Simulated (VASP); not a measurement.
Band structure of AgCl (rock salt). These are PBE GGA with D3 dispersion (Becke-Johnson damping), VASP's PBE PAW potentials (set 64) (plane waves; VASP 6.6.1) values and carry that method's errors.

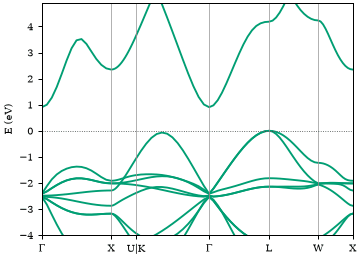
Bands along high-symmetry lines, zero at the valence-band maximum or, without a gap, the Fermi level

**Question.** Read the plot: is there a gap, and where are the band edges?

**Answer.** The gap is indirect, 0.90 eV, from the valence maximum at L to the conduction minimum at Γ. (Edges off the drawn lines would not show.)

The compound is AgCl in the rock salt structure. It was relaxed first.
